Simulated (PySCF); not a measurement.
The calculation's input:

```
{"job": {"kind": "nmr", "xc": "PBE0", "basis": "pcSseg-1"}, "charge": 0, "multiplicity": 1}
C     -0.297602    -1.320291    -1.180962
C     -0.039027    -0.354718    -0.302307
Si    -1.246158     0.975309     0.297233
C      1.269406    -0.229858     0.307687
N      1.434046     0.712146     1.130379
H      0.446298    -2.048040    -1.476126
H     -1.266844    -1.421791    -1.639576
H     -1.440087     0.839632     1.737515
H     -0.739336     2.292229    -0.076175
H     -2.518784     0.724481    -0.396848
H      2.042004    -0.958868     0.021875
H      2.357282     0.789083     1.551278
```

Command:

```sh
OMP_NUM_THREADS=1 python probes_run.py task.json out
```

Geometry: GFN2-xTB.

These are results of PySCF 2.14.0, PBE0/pcSseg-1, SCF density, gas phase, non-relativistic, not measurements.

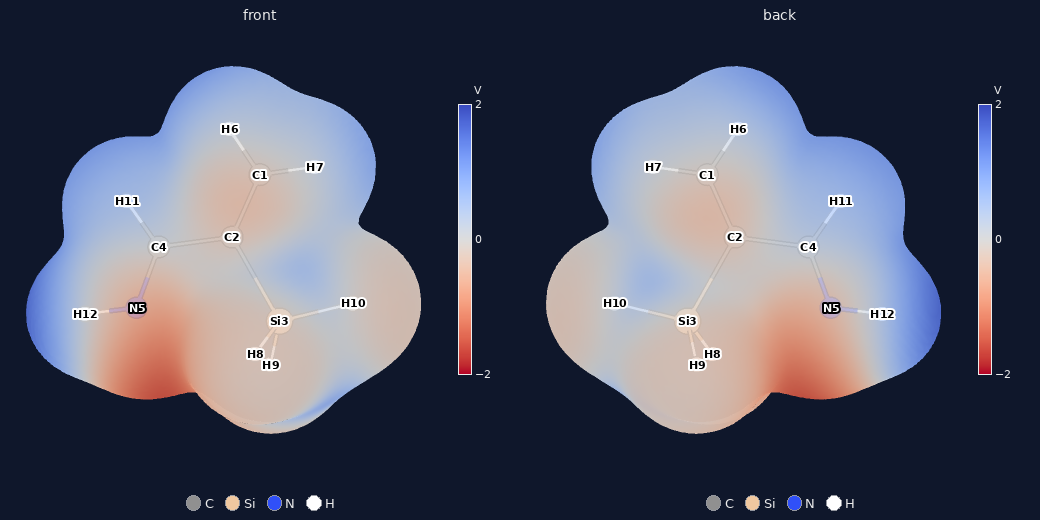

C$_{3}$H$_{7}$NSi (SMILES [H]/N=C/C(=C)[SiH3]). The molecular electrostatic potential painted on the density surface at 0.002 e/bohr³, seen from the front and from behind; red is negative and blue positive.

**Where is the surface potential most negative and most positive?**

The most negative region (about −1.5 V) lies over N5, the most positive (about +1.6 V) over H12. N5 is the likeliest acceptor of a hydrogen bond.

**How polar is the molecule by this calculation?**

Its dipole moment is 2.34 D.
